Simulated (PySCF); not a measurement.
C₆H₁₅AlSi (SMILES C[SiH2][C@H]1C[C@](C)([AlH2])C1)

```xyz
23

C     3.2103    0.3819    1.0879
Si    2.2219   -0.1901   -0.4248
C     0.4068    0.3109   -0.2050
C    -0.6106   -0.0103   -1.3014
C    -1.6643   -0.2082   -0.1838
C    -2.6289   -1.3709   -0.3681
Al   -1.8466    1.7564    0.2357
C    -0.4827   -0.4394    0.7910
H     2.8021   -0.0271    2.0080
H     3.2015    1.4647    1.1777
H     4.2472    0.0684    1.0199
H     2.7390    0.4199   -1.6558
H     2.2699   -1.6536   -0.5441
H     0.3287    1.3993    0.0220
H    -0.3710   -0.9305   -1.8348
H    -0.7989    0.7842   -2.0380
H    -3.3045   -1.1753   -1.1997
H    -3.2264   -1.5195    0.5302
H    -2.0889   -2.2973   -0.5772
H    -1.8968    2.7890   -0.9255
H    -1.7397    2.2393    1.7104
H    -0.5649   -0.0016    1.7967
H    -0.2080   -1.4901    0.8889
```

Geometry: GFN2-xTB.

Theory: PBE0/pcSseg-1, SCF density, gas phase, non-relativistic in PySCF 2.14.0.

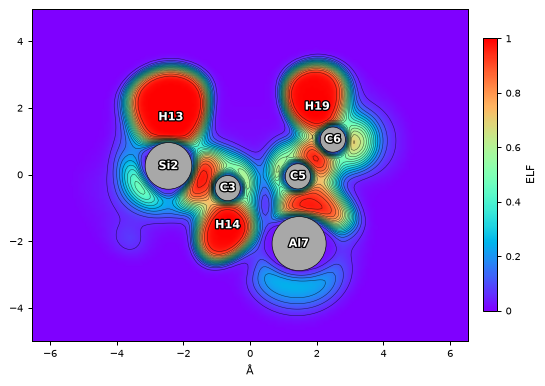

Figure 1. ELF on the plane of atoms Si2, C3 and H14. Grey discs cover the atomic cores.

**Read the bonding off the picture.**

- Atoms in the plane: Si, C, Al and H.
- C–C (1.52 Å): the ELF peaks at about 0.95 between the atoms, as expected for a covalent bond.
- C–Si (1.90 Å): the ELF peaks at about 0.95 between the atoms: a covalent bond.
- C–Al (2.02 Å): the ELF peaks at about 0.95 between the atoms (a polar covalent bond).
- C–H (1.11 Å): the ELF climbs to about 1 towards the hydrogen, as it does in any bond to H; a covalent bond by its length.
- Si–H (1.47 Å): the ELF climbs to about 1 towards the hydrogen.

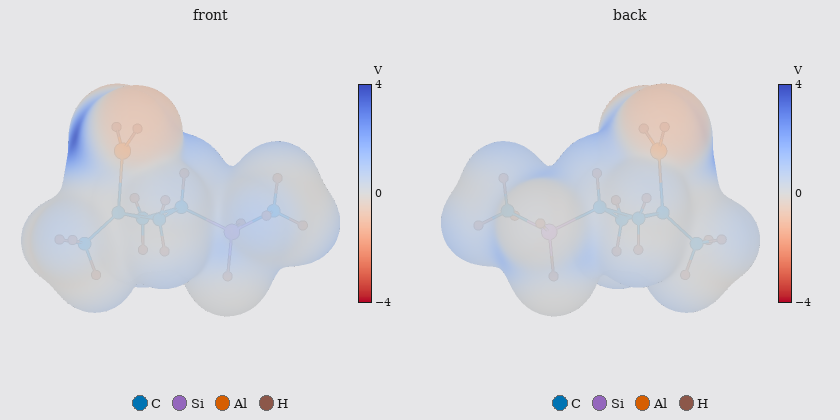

Figure 2. The molecular electrostatic potential painted on the density surface at 0.002 e/bohr³, seen from the front and from behind; the colour scale runs from red (negative) to blue (positive).

**Which sites attract a positive test charge, and which a negative one?**

A positive charge is drawn to the negative regions and a negative charge to the positive ones. The most negative region (about −0.6 V) lies over H20 and H21, the most positive (about +2.9 V) over Al7.
